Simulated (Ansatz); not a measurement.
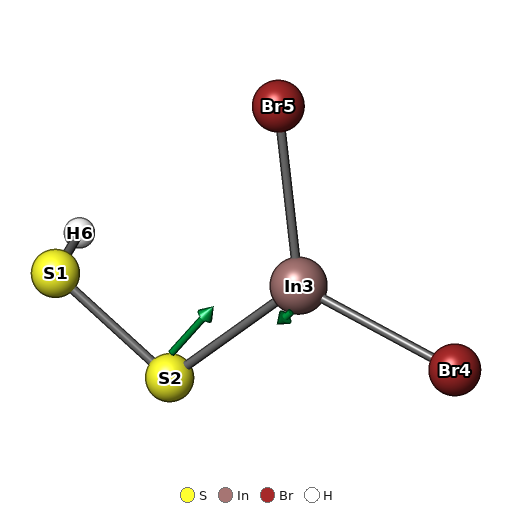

The arrows show one normal mode. Harmonic vibrations computed with RKS PBE0-D4/def2-TZVP, core potentials on In (Ansatz 0.2.0) at a stationary point of the same level.

Describe the motion.

Mostly In–S stretching.

At what wavenumber does it lie?

357 cm⁻¹; it is mode 9 of 12 counted from the lowest.
